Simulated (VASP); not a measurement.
Band structure of ZrSe₂ (1T layered). These are PBEsol GGA, VASP's PBE PAW potentials (set 64) (plane waves; VASP) values and carry that method's errors.

Without a dispersion term in the relaxation, distances and binding between the weakly bound layers, chains or molecules are unreliable, and so is what depends on them.

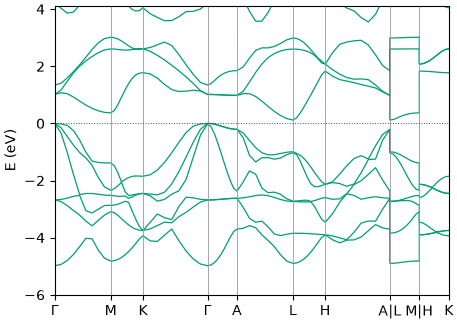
Figure. Bands along high-symmetry lines, zero at the valence-band maximum or, without a gap, the Fermi level

Problem. Read the plot: is there a gap, and where are the band edges?

Solution. The gap is indirect, 0.12 eV, from the valence maximum at Γ to the conduction minimum at L. (Edges off the drawn lines would not show.)

The compound is ZrSe2 in the 1T layered structure. It was relaxed first.
